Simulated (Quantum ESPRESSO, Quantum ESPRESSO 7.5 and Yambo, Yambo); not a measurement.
**ZnSe (Stilleite): G0W0 with Yambo, start to end**

Aim: the G0W0 gap of ZnSe (Stilleite) on PBE, step by step.

Program: Quantum ESPRESSO 7.5 and Yambo 5.3.0. Level of theory: PBE and many-body steps on it, plane waves. Results are calculated unless marked as measured.

**The experiments to reproduce.**

- Gap 2.695 ± 0.003 eV: excitonic gap from free-exciton PL, not corrected for exciton binding; photoluminescence; 300 K; bulk crystal (Bridgman-grown crystal, polished and etched) (“Alloy Disordering Effects on the Thermal Conductivity and Energy Gap Temperature Dependence of Cd1−xZnxSe Ternary Crystals Grown by the Bridgman Method”, 2023, pmc:10253836).

## (1) The starting structure

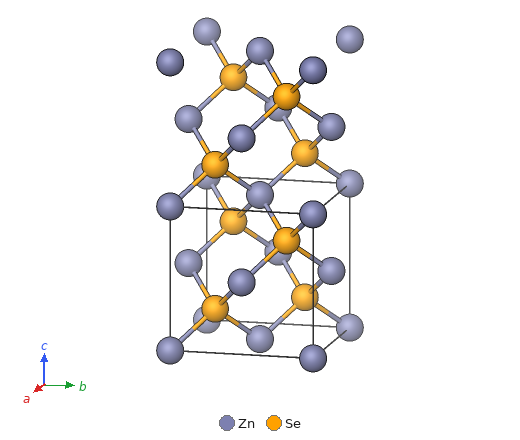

The cell as given, slightly off an axis (zinc blue, selenium orange). 1×1×2 cells are drawn. This picture shows the conventional cell, with its axes. Bonds to atoms that aren't drawn are left out. Some periodic images of atoms are drawn too.

The cell and positions come from the Crystallography Open Database and are kept as given unless a step says otherwise.

## (2) Ground state

This step: Quantum ESPRESSO 7.5; DFT, PBE, plane waves, norm-conserving pseudopotentials.

The ground-state density comes first.

Contents of pw.in:

```
&control
  calculation = 'scf'
  prefix = 'x'
  outdir = 'o'
  pseudo_dir = 'pseudo'
/
&system
  ibrav = 0
  nat = 2
  ntyp = 2
  ecutwfc = 104.0
  nbnd = 27
  force_symmorphic = .true.
/
&electrons
  conv_thr = 1e-10
  electron_maxstep = 80
  mixing_beta = 0.5
/
ATOMIC_SPECIES
  Zn 65.38 Zn.upf
  Se 78.971 Se.upf
CELL_PARAMETERS angstrom
  -0.0000000000 2.8338000000 2.8338000000
  2.8338000000 -0.0000000000 2.8338000000
  2.8338000000 2.8338000000 0.0000000000
ATOMIC_POSITIONS crystal
  Zn 0.0000000000 0.0000000000 0.0000000000
  Se 0.2500000000 0.2500000000 0.2500000000
K_POINTS automatic
  6 6 6 0 0 0
```

The run is started by

```sh
> OMP_NUM_THREADS=1 mpirun -n 8 pw.x -nk 8 -in pw.in > pw.out
```

What it wrote:

```text
Program PWSCF v.7.5 starts

     This program is part of the open-source Quantum ESPRESSO suite
     for quantum simulation of materials; please cite
         "P. Giannozzi et al., J. Phys.:Condens. Matter 21 395502 (2009);
         "P. Giannozzi et al., J. Phys.:Condens. Matter 29 465901 (2017);
         "P. Giannozzi et al., J. Chem. Phys. 152 154105 (2020);
     in publications or presentations arising from this work. More details at
     Message from routine setup:
     using ibrav=0 with symmetry is DISCOURAGED, use correct ibrav instead

     G-vector sticks info

     bravais-lattice index     =            0
     lattice parameter (alat)  =       7.5733  a.u.
     unit-cell volume          =     307.1384 (a.u.)^3
     number of atoms/cell      =            2
     number of atomic types    =            2
     number of electrons       =        44.00
     number of Kohn-Sham states=           27
     kinetic-energy cutoff     =     104.0000  Ry
     charge density cutoff     =     416.0000  Ry
     scf convergence threshold =      1.0E-10
     mixing beta               =       0.5000
     number of iterations used =            8  plain     mixing
     Exchange-correlation= PBE
                           (   1   4   3   4   0   0   0)

     celldm(1)=   7.573263  celldm(2)=   0.000000  celldm(3)=   0.000000
     celldm(4)=   0.000000  celldm(5)=   0.000000  celldm(6)=   0.000000

     crystal axes: (cart. coord. in units of alat)
               a(1) = (  -0.000000   0.707107   0.707107 )
               a(2) = (   0.707107  -0.000000   0.707107 )
               a(3) = (   0.707107   0.707107   0.000000 )

     reciprocal axes: (cart. coord. in units 2 pi/alat)
               b(1) = ( -0.707107  0.707107  0.707107 )
               b(2) = (  0.707107 -0.707107  0.707107 )
               b(3) = (  0.707107  0.707107 -0.707107 )
     Pseudo is Norm-conserving + core correction, Zval = 20.0
     Generated using ONCVPSP code by D. R. Hamann
     Using radial grid of 1326 points,  6 beta functions with:
     Pseudo is Norm-conserving + core correction, Zval = 24.0
     Generated using ONCVPSP code by D. R. Hamann
     Using radial grid of 1214 points,  6 beta functions with:
     Zn               20.00    65.38000     Zn( 1.00)
     Se               24.00    78.97100     Se( 1.00)

     24 Sym. Ops. (no inversion) found

   Cartesian axes

     site n.     atom                  positions (alat units)
         1        Zn     tau(   1) = (   0.0000000   0.0000000   0.0000000  )
         2        Se     tau(   2) = (   0.3535534   0.3535534   0.3535534  )

     number of k points=    16
                       cart. coord. in units 2pi/alat
        k(    1) = (   0.0000000   0.0000000   0.0000000), wk =   0.0092593
        k(    2) = (   0.1178511   0.1178511  -0.1178511), wk =   0.0740741
        k(    3) = (   0.2357023   0.2357023  -0.2357023), wk =   0.0740741
        k(    4) = (  -0.3535534  -0.3535534   0.3535534), wk =   0.0370370
        k(    5) = (   0.2357023   0.0000000  -0.0000000), wk =   0.0555556
        k(    6) = (   0.3535534   0.1178511  -0.1178511), wk =   0.2222222
        k(    7) = (  -0.2357023  -0.4714045   0.4714045), wk =   0.2222222
        k(    8) = (  -0.1178511  -0.3535534   0.3535534), wk =   0.2222222
        k(    9) = (   0.0000000  -0.2357023   0.2357023), wk =   0.1111111
        k(   10) = (   0.4714045   0.0000000  -0.0000000), wk =   0.0555556
     [... 4 further rows ...]
        k(   15) = (  -0.1178511  -0.3535534   0.5892557), wk =   0.2222222
        k(   16) = (  -0.7071068   0.2357023   0.0000000), wk =   0.1111111

     Dense  grid:    44039 G-vectors     FFT dimensions: (  50,  50,  50)

     Initial potential from superposition of free atoms

     starting charge      43.9998, renormalised to      44.0000
     Starting wfcs are   23 randomized atomic wfcs +    4 random wfcs

     per-process dynamical memory:    32.9 Mb

     Self-consistent Calculation

     iteration #  1     ecut=   104.00 Ry     beta= 0.50

     Threshold (ethr) on eigenvalues was too large:
     Diagonalizing with lowered threshold

     total energy              =   -1094.69458315 Ry
     estimated scf accuracy    <       0.06866874 Ry

     iteration #  2     ecut=   104.00 Ry     beta= 0.50

     total energy              =   -1094.71110296 Ry
     estimated scf accuracy    <       0.00758633 Ry

     iteration #  3     ecut=   104.00 Ry     beta= 0.50

     total energy              =   -1094.71208362 Ry
     estimated scf accuracy    <       0.00096084 Ry

     iteration #  4     ecut=   104.00 Ry     beta= 0.50

     total energy              =   -1094.71214413 Ry
     estimated scf accuracy    <       0.00004366 Ry

     iteration #  5     ecut=   104.00 Ry     beta= 0.50

     total energy              =   -1094.71215037 Ry
     estimated scf accuracy    <       0.00000277 Ry

     iteration #  6     ecut=   104.00 Ry     beta= 0.50

     total energy              =   -1094.71215092 Ry
     estimated scf accuracy    <       0.00000008 Ry

     iteration #  7     ecut=   104.00 Ry     beta= 0.50

     total energy              =   -1094.71215094 Ry
     estimated scf accuracy    <          6.6E-09 Ry

     iteration #  8     ecut=   104.00 Ry     beta= 0.50

     total energy              =   -1094.71215094 Ry
     estimated scf accuracy    <          7.5E-10 Ry

     iteration #  9     ecut=   104.00 Ry     beta= 0.50

     total energy              =   -1094.71215094 Ry
     estimated scf accuracy    <          7.8E-10 Ry

     iteration # 10     ecut=   104.00 Ry     beta= 0.50

     End of self-consistent calculation

          k = 0.0000 0.0000 0.0000 (  5577 PWs)   bands (ev):

  -198.4430-137.9212-137.9212-137.9212-116.4660 -70.6256 -70.6256 -70.6256
   -38.0966 -38.0966 -38.0966 -38.0925 -38.0925  -4.4790   2.2368   2.2368
     2.2368   2.6049   2.6049   8.7791   8.7791   8.7791  10.0703  14.5929
    14.5929  14.5929  18.7189

          k = 0.1179 0.1179-0.1179 (  5510 PWs)   bands (ev):

  -198.4430-137.9212-137.9212-137.9212-116.4660 -70.6256 -70.6256 -70.6256
   -38.0966 -38.0965 -38.0965 -38.0924 -38.0924  -4.3047   2.2533   2.2634
     2.2634   2.6032   2.6032   6.8758   8.5270   8.5270  11.3325  14.6604
    14.9952  14.9952  19.2604

          k = 0.2357 0.2357-0.2357 (  5504 PWs)   bands (ev):

  -198.4430-137.9212-137.9212-137.9212-116.4660 -70.6257 -70.6256 -70.6256
   -38.0965 -38.0964 -38.0964 -38.0924 -38.0924  -3.9136   2.3079   2.3079
     2.4075   2.6115   2.6115   4.7258   8.1000   8.1000  11.4635  15.2671
    15.2671  16.3556  19.2138

          k =-0.3536-0.3536 0.3536 (  5480 PWs)   bands (ev):

     [... further k-points ...]

     highest occupied, lowest unoccupied level (ev):     8.7791   10.0703

!    total energy              =   -1094.71215094 Ry
     estimated scf accuracy    <          1.6E-12 Ry

     The total energy is the sum of the following terms:
     one-electron contribution =    -960.68639616 Ry
     hartree contribution      =     458.33134342 Ry
     xc contribution           =    -102.66706953 Ry
     ewald contribution        =    -489.69002867 Ry

     convergence has been achieved in  10 iterations

     XML data file, charge density, pseudopotentials, collected wavefunctions

=------------------------------------------------------------------------------=
   JOB DONE.
=------------------------------------------------------------------------------=
```

Run time: 8.1 s. Hardware: 8 MPI ranks of Arm Neoverse V2, shared host; peak memory 0.62 GiB; 60 s of CPU time.

This step gave:

* total energy: -14894.3176 eV
* gap: 1.291 eV
* k of the valence top: 0, 0, 0
* k of the conduction bottom: 0, 0, 0
* least direct gap: 1.291 eV

The gap is direct, at Γ.

## (3) Bands along the symmetry lines

The cheap functional maps the bands first; the places of the edges decide which points the dearer methods must see.

Contents of pw.in:

```
&control
  calculation = 'bands'
  prefix = 'x'
  outdir = 'o'
  pseudo_dir = 'pseudo'
/
&system
  ibrav = 0
  nat = 2
  ntyp = 2
  ecutwfc = 104.0
  nbnd = 28
  force_symmorphic = .true.
/
&electrons
  conv_thr = 1e-9
  electron_maxstep = 80
  diago_full_acc = .true.
  diago_thr_init = 5e-6
/
ATOMIC_SPECIES
  Zn 65.38 Zn.upf
  Se 78.971 Se.upf
CELL_PARAMETERS angstrom
  -0.0000000000 2.8338000000 2.8338000000
  2.8338000000 -0.0000000000 2.8338000000
  2.8338000000 2.8338000000 0.0000000000
ATOMIC_POSITIONS crystal
  Zn 0.0000000000 0.0000000000 0.0000000000
  Se 0.2500000000 0.2500000000 0.2500000000
K_POINTS crystal
  50
  0.00000000 0.00000000 0.00000000 1
  -0.06250000 -0.06250000 0.00000000 1
  -0.12500000 -0.12500000 0.00000000 1
  -0.18750000 -0.18750000 0.00000000 1
  -0.25000000 -0.25000000 0.00000000 1
  -0.31250000 -0.31250000 0.00000000 1
  -0.37500000 -0.37500000 0.00000000 1
  -0.43750000 -0.43750000 0.00000000 1
  -0.50000000 -0.50000000 0.00000000 1
  -0.48437500 -0.48437500 0.03125000 1
  -0.46875000 -0.46875000 0.06250000 1
  -0.45312500 -0.45312500 0.09375000 1
  -0.43750000 -0.43750000 0.12500000 1
  -0.42187500 -0.42187500 0.15625000 1
  -0.40625000 -0.40625000 0.18750000 1
  -0.39062500 -0.39062500 0.21875000 1
  -0.37500000 -0.37500000 0.25000000 1
  -0.37500000 0.00000000 0.37500000 1
  -0.32812500 0.00000000 0.32812500 1
  -0.28125000 0.00000000 0.28125000 1
  -0.23437500 0.00000000 0.23437500 1
  -0.18750000 0.00000000 0.18750000 1
  -0.14062500 0.00000000 0.14062500 1
  -0.09375000 0.00000000 0.09375000 1
  -0.04687500 0.00000000 0.04687500 1
  0.00000000 0.00000000 0.00000000 1
  0.00000000 0.00000000 0.06250000 1
  0.00000000 0.00000000 0.12500000 1
  0.00000000 0.00000000 0.18750000 1
  0.00000000 0.00000000 0.25000000 1
  0.00000000 0.00000000 0.31250000 1
  0.00000000 0.00000000 0.37500000 1
  0.00000000 0.00000000 0.43750000 1
  0.00000000 0.00000000 0.50000000 1
  -0.06250000 -0.03125000 0.46875000 1
  -0.12500000 -0.06250000 0.43750000 1
  -0.18750000 -0.09375000 0.40625000 1
  -0.25000000 -0.12500000 0.37500000 1
  -0.31250000 -0.15625000 0.34375000 1
  -0.37500000 -0.18750000 0.31250000 1
  -0.43750000 -0.21875000 0.28125000 1
  -0.50000000 -0.25000000 0.25000000 1
  -0.50000000 -0.28125000 0.21875000 1
  -0.50000000 -0.31250000 0.18750000 1
  -0.50000000 -0.34375000 0.15625000 1
  -0.50000000 -0.37500000 0.12500000 1
  -0.50000000 -0.40625000 0.09375000 1
  -0.50000000 -0.43750000 0.06250000 1
  -0.50000000 -0.46875000 0.03125000 1
  -0.50000000 -0.50000000 0.00000000 1
```

What it wrote:

```text
[banner, memory and clock lines left out]
Program PWSCF v.7.5 starts

     Atomic positions and unit cell read from directory:
     o/x.save/

     Message from routine setup:
     using ibrav=0 with symmetry is DISCOURAGED, use correct ibrav instead

     G-vector sticks info

     bravais-lattice index     =            0
     lattice parameter (alat)  =       7.5733  a.u.
     unit-cell volume          =     307.1384 (a.u.)^3
     number of atoms/cell      =            2
     number of atomic types    =            2
     number of electrons       =        44.00
     number of Kohn-Sham states=           28
     kinetic-energy cutoff     =     104.0000  Ry
     charge density cutoff     =     416.0000  Ry
     Exchange-correlation= PBE
                           (   1   4   3   4   0   0   0)

     celldm(1)=   7.573263  celldm(2)=   0.000000  celldm(3)=   0.000000
     celldm(4)=   0.000000  celldm(5)=   0.000000  celldm(6)=   0.000000

     crystal axes: (cart. coord. in units of alat)
               a(1) = (  -0.000000   0.707107   0.707107 )
               a(2) = (   0.707107  -0.000000   0.707107 )
               a(3) = (   0.707107   0.707107   0.000000 )

     reciprocal axes: (cart. coord. in units 2 pi/alat)
               b(1) = ( -0.707107  0.707107  0.707107 )
               b(2) = (  0.707107 -0.707107  0.707107 )
               b(3) = (  0.707107  0.707107 -0.707107 )
     Pseudo is Norm-conserving + core correction, Zval = 20.0
     Generated using ONCVPSP code by D. R. Hamann
     Using radial grid of 1326 points,  6 beta functions with:
     Pseudo is Norm-conserving + core correction, Zval = 24.0
     Generated using ONCVPSP code by D. R. Hamann
     Using radial grid of 1214 points,  6 beta functions with:
     Zn               20.00    65.38000     Zn( 1.00)
     Se               24.00    78.97100     Se( 1.00)

     24 Sym. Ops. (no inversion) found

   Cartesian axes

     site n.     atom                  positions (alat units)
         1        Zn     tau(   1) = (   0.0000000   0.0000000   0.0000000  )
         2        Se     tau(   2) = (   0.3535534   0.3535534   0.3535534  )

     number of k points=    50
                       cart. coord. in units 2pi/alat
        k(    1) = (   0.0000000   0.0000000   0.0000000), wk =   0.0400000
        k(    2) = (   0.0000000   0.0000000  -0.0883883), wk =   0.0400000
        k(    3) = (   0.0000000   0.0000000  -0.1767767), wk =   0.0400000
[...]
[... 38 further rows ...]
        k(   49) = (   0.0441942  -0.0000000  -0.7071068), wk =   0.0400000
        k(   50) = (   0.0000000   0.0000000  -0.7071068), wk =   0.0400000

     Dense  grid:    44039 G-vectors     FFT dimensions: (  50,  50,  50)

     The potential is recalculated from file :
     o/x.save/charge-density

     Starting wfcs are   23 randomized atomic wfcs +    5 random wfcs

     Band Structure Calculation

     End of band structure calculation

          k = 0.0000 0.0000 0.0000 (  5577 PWs)   bands (ev):

  -198.4430-137.9212-137.9212-137.9212-116.4660 -70.6256 -70.6256 -70.6256
   -38.0966 -38.0966 -38.0966 -38.0925 -38.0925  -4.4790   2.2368   2.2368
     2.2368   2.6048   2.6048   8.7791   8.7791   8.7791  10.0703  14.5929
    14.5929  14.5929  18.7189  20.2713

          k = 0.0000 0.0000-0.0884 (  5533 PWs)   bands (ev):

  -198.4430-137.9212-137.9212-137.9212-116.4660 -70.6257 -70.6256 -70.6256
   -38.0966 -38.0965 -38.0965 -38.0925 -38.0924  -4.4446   2.2344   2.2444
[...]
14.7705  14.7705  19.0507  19.4940

          k = 0.0000 0.0000-0.1768 (  5513 PWs)   bands (ev):

  -198.4430-137.9212-137.9212-137.9212-116.4660 -70.6257 -70.6257 -70.6257
[...]
15.2587  15.2587  18.2447  20.0328

          k =-0.0000 0.0000-0.2652 (  5525 PWs)   bands (ev):

[...]
k = 0.0000 0.0000-0.3536 (  5457 PWs)   bands (ev):

[...]
k = 0.0000-0.0000-0.4419 (  5498 PWs)   bands (ev):

[...]
k =-0.0000 0.0000-0.5303 (  5514 PWs)   bands (ev):

[...]
k = 0.0000-0.0000-0.6187 (  5514 PWs)   bands (ev):

[...]
k = 0.5303-0.0000-0.5303 (  5486 PWs)   bands (ev):

[...]
k = 0.0000 0.0000 0.0000 (  5577 PWs)   bands (ev):

[...]
k = 0.1326 0.0000-0.7071 (  5496 PWs)   bands (ev):

[...]
k = 0.0884-0.0000-0.7071 (  5482 PWs)   bands (ev):

[...]
k = 0.0442-0.0000-0.7071 (  5482 PWs)   bands (ev):

  -198.4430-137.9212-137.9212-137.9212-116.4660 -70.6257 -70.6257 -70.6257
[...]
19.3693  19.8449  20.0979  22.7171

          k = 0.0000 0.0000-0.7071 (  5514 PWs)   bands (ev):

  -198.4430-137.9212-137.9212-137.9212-116.4660 -70.6257 -70.6257 -70.6257
   -38.0967 -38.0962 -38.0962 -38.0925 -38.0923  -3.4224   2.2680   2.4896
     2.4896   2.6531   2.7852   4.0297   6.5968   6.5968  11.7736  12.2469
    19.5147  20.0353  20.0353  22.7657

     XML data file, pseudopotentials, collected wavefunctions
```

The job ended after 5.5 s (8 MPI ranks; peak memory 0.55 GiB).

Numbers from this step:

```yaml
gap: 1.291 eV
k_of_the_valence_top: 0, 0, 0
k_of_the_conduction_bottom: 0, 0, 0
least_direct_gap: 1.291 eV
```

The gap is 1.291 eV, as in the run before at this level.

The electronic bands at the labelled points (eV, zero at the top of the highest filled band):

| point | band 19 | band 20 | band 21 | band 22 | band 23 | band 24 | band 25 | band 26 |
| --- | --- | --- | --- | --- | --- | --- | --- | --- |
| Γ | -6.17 | 0.00 | 0.00 | 0.00 | 1.29 | 5.81 | 5.81 | 5.81 |
| X | -5.99 | -4.75 | -2.18 | -2.18 | 2.99 | 3.47 | 10.74 | 11.26 |
| U | -5.91 | -4.71 | -3.08 | -1.79 | 3.59 | 5.60 | 9.05 | 9.28 |
| jump to K | -5.91 | -4.71 | -3.08 | -1.79 | 3.59 | 5.60 | 9.05 | 9.28 |
| Γ | -6.17 | 0.00 | 0.00 | 0.00 | 1.29 | 5.81 | 5.81 | 5.81 |
| L | -6.01 | -5.22 | -0.87 | -0.87 | 2.55 | 6.39 | 6.39 | 8.58 |
| W | -5.87 | -4.68 | -2.76 | -2.66 | 5.49 | 5.56 | 6.97 | 7.72 |
| X | -5.99 | -4.75 | -2.18 | -2.18 | 2.99 | 3.47 | 10.74 | 11.26 |

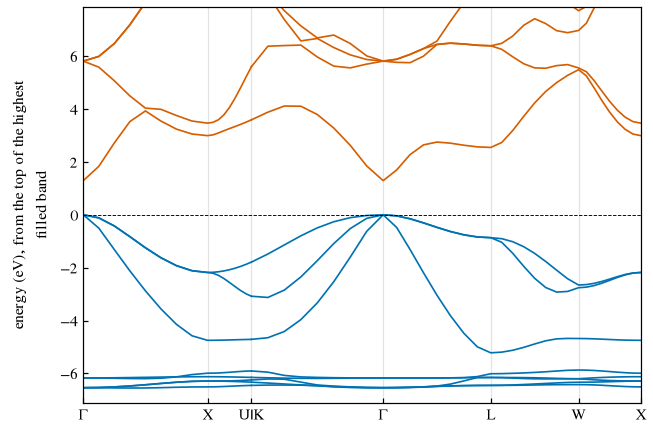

Electronic bands along the path; lines of filled and empty bands in two colours.

(Part 1 of 3 ends here.)

[Paths, hosts, dates, memory and timing lines, banners, echoed tables and standing remarks are left out of the program output.]

[Logs are printed without paths, hosts, clocks, repeated set-up lines and the standing remarks that a program may print on its own settings, such as how far it seeks lower states.]

[Runs of the session that timed out or met a known fault of the program may be left out.]

[Hosts, paths, dates, database ids (printed as entryN), source tags and the programs' standing remarks are cut or masked in the printed files.]
